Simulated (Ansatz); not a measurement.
The parent structure is ZnGeP2 in the chalcopyrite structure (space group I-42d, No. 122; a = 5.374 Å, c = 10.625 Å). Axes: x, y, z lie along a, b, c of the conventional cell.

Modification: biaxial strain −2.25 %, plane normal [001], relaxed out of plane (Cartesian); in-plane vectors clamped, the third vector and the atoms free.

Computed with DFT with LDA, PAW potentials and a 420 eV plane-wave cutoff in Ansatz (a first-principles code), without spin-orbit coupling.

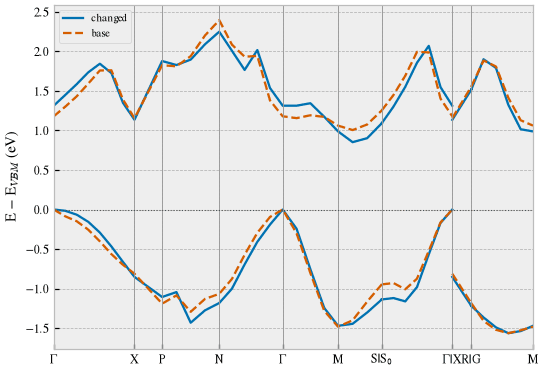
Highest valence and lowest conduction band along the path, each from its own valence-band maximum

Question: From the figure, how large is the changed gap, and is it direct?

Answer: About 0.85 eV, indirect, Γ → M–S (33 % along).

No phonon test of stability was made.
